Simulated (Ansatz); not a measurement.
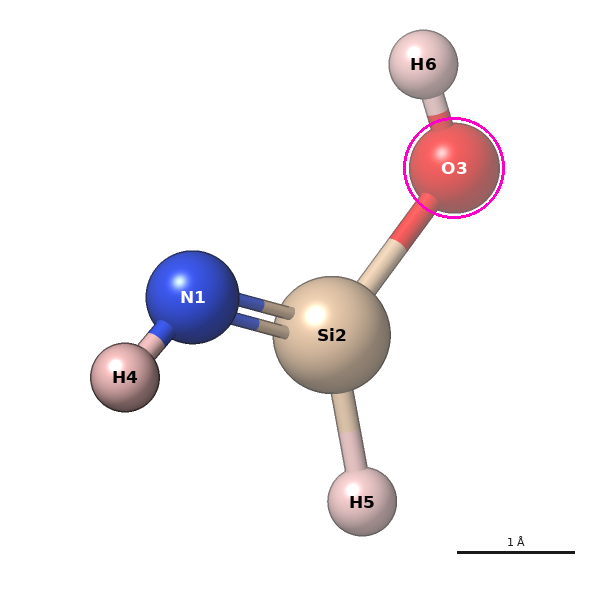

Figure made from data computed with Ansatz.

Orthographic view. Atoms fade into the background with distance from the viewer. Geometry: moved along internal coordinates away from the minimum.

Q: Name the neighbours of the circled atom.

A: The circled atom is O3; it is bonded to Si2, H6.

Q: What is the shortest path along bonds from the circled atom to H4?

A: O3–Si2–N1–H4, 3 bonds; through space the two are 4.04 Å apart.

Q: Of N1 and Si2, which is nearer the viewer?

A: N1; the bond to Si2 points away from the viewer, so it looks shorter than its 1.58 Å.

Q: Which atom is nearest the viewer?

A: H4, 1.3 Å in front of the mean position.
